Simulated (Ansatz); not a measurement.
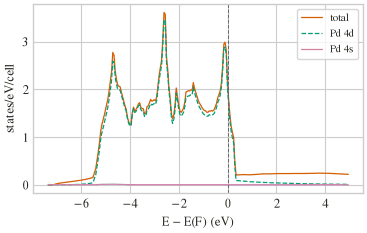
Figure. Total and projected density of states of Pd (fcc (Cu type), space group No. 225), plane-wave PAW r²SCAN+D4 (Ansatz code)

Task: Which orbitals carry the states next to the Fermi level?

Result: Within 0.5 eV of the Fermi level: Pd 4d 93 %, outside the projected shells 7 %. Projections are on Löwdin-orthogonalised atomic valence shells; empty p or d shells of many metals are not among them.

Task: Where is the tallest occupied peak in this window, and what makes it?

Result: Near -2.6 eV, about 3.6 states/eV per cell; the largest projected share is Pd 4d.

Space group Fm-3m (fcc (Cu type)). The r²SCAN+D4 relaxation kept the symmetry of its start. The run is not spin-polarised. The pairwise dispersion correction was not fitted to metals. Scalar-relativistic: spin–orbit coupling is off unless named, which matters more the heavier the elements.

Potentials: the later of the program's two PAW sets.
